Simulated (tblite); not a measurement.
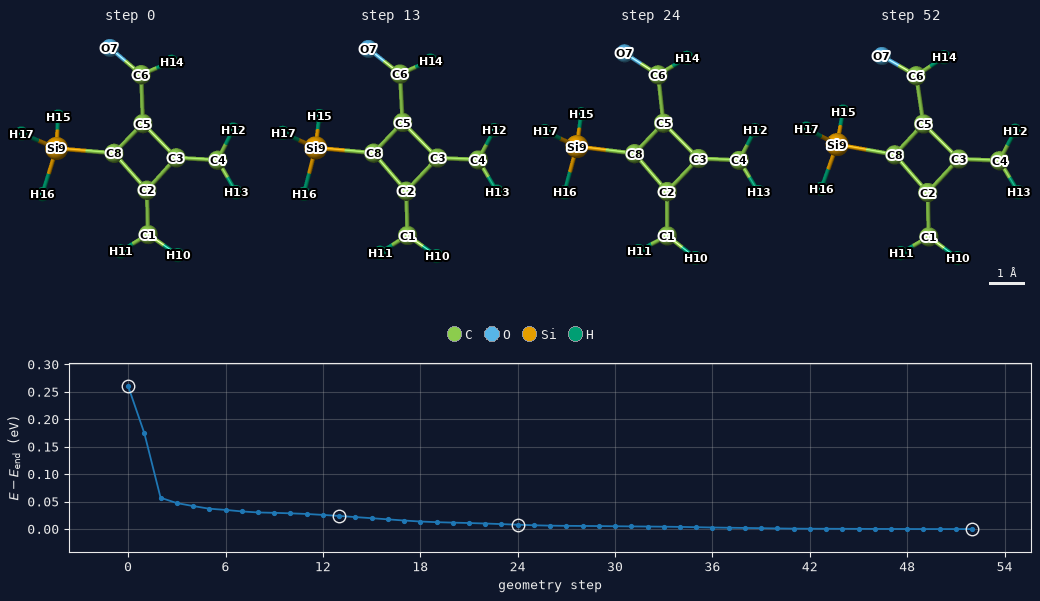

Frames of a relaxation of C$_{7}$H$_{8}$OSi, marked on the history of the run. Style: ball-and-stick. Shown at a tilt.

The calculation used GFN2-xTB geometry optimisation, gas phase (tblite). 

Q: Describe the path.

A: After 52 geometry steps the energy has fallen by 0.261 eV. O7 moves most after the best rigid fit: 0.37 Å. By element the largest moves are O 0.37 Å, H 0.27 Å, C 0.17 Å, Si 0.12 Å. Among the contacts that change: C3–C5 1.412 → 1.476 Å, C2–C3 1.433 → 1.494 Å, Si9–H17 1.485 → 1.459 Å, C5–C6 1.458 → 1.437 Å. Among the angles between lasting bonds that change: C5–C8–Si9 134.9° → 128.9°, C3–C5–C6 132.5° → 138.4°, C6–C5–C8 134.2° → 128.4°. The run took 0.7 s on 1 thread of Arm Neoverse N1, on a shared host. From step 0 to 13: O and H atoms move most (0.06 Å), energy −0.237 eV. From step 13 to 24: O7 moves most (0.19 Å), energy −0.016 eV. From step 24 to 52: H16 moves most (0.14 Å), energy −0.008 eV.

```tsv
step	E − E(0), eV
0	0.0000
1	-0.0859
2	-0.2035
3	-0.2132
4	-0.2186
5	-0.2235
6	-0.2256
7	-0.2284
8	-0.2303
9	-0.2310
10	-0.2319
12	-0.2348
14	-0.2387
17	-0.2450
19	-0.2480
21	-0.2496
23	-0.2515
25	-0.2537
28	-0.2549
30	-0.2554
32	-0.2560
34	-0.2566
37	-0.2582
39	-0.2589
41	-0.2598
43	-0.2600
45	-0.2602
48	-0.2605
50	-0.2606
52	-0.2606
```
